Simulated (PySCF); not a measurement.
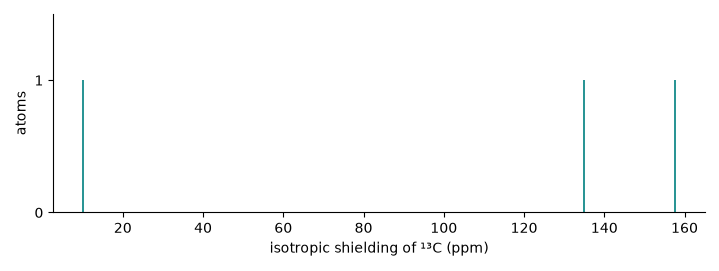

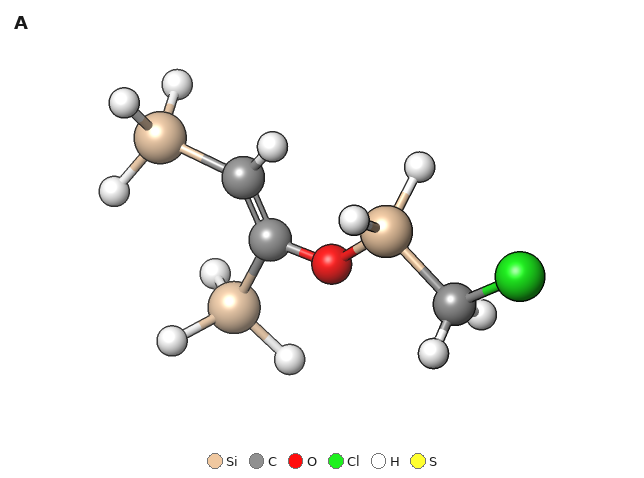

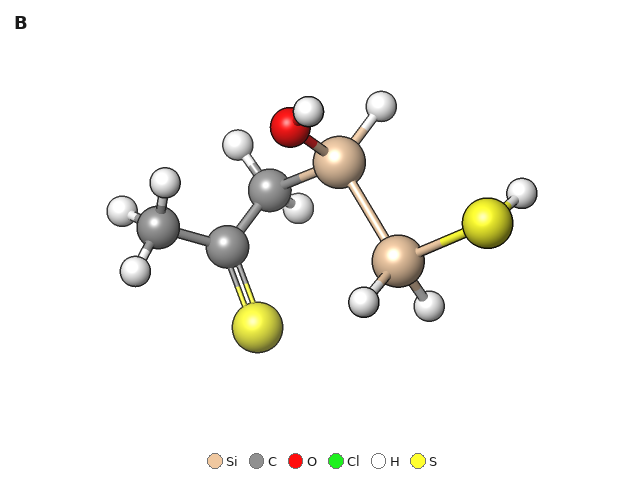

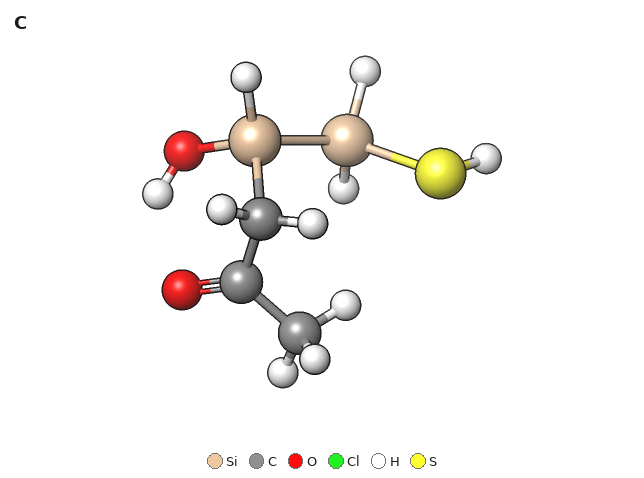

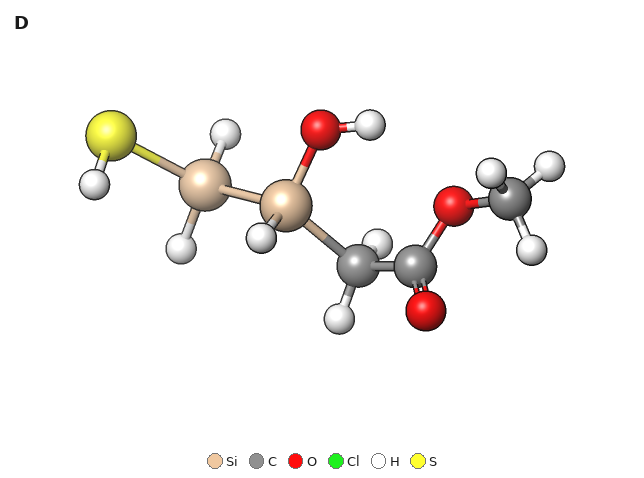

The sticks are computed shieldings of one of the molecules, for one fixed geometry (GFN2-xTB) without averaging over rotations. Low shielding means a high chemical shift. Method: GIAO PBE0/pcSseg-1 NMR shielding, non-relativistic, gas phase (PySCF 2.14.0).

**Which molecule gives this pattern?**

D, `COC(=O)C[Si@@H](O)[SiH2]S`. Its 3 C atoms give lines at 10.0, 135.1, 157.7 ppm.

The geometry is semi-empirical. Around Si such bond lengths and angles can be off by a tenth of an ångström or more and by several degrees, and values that hang on the shape move with them.
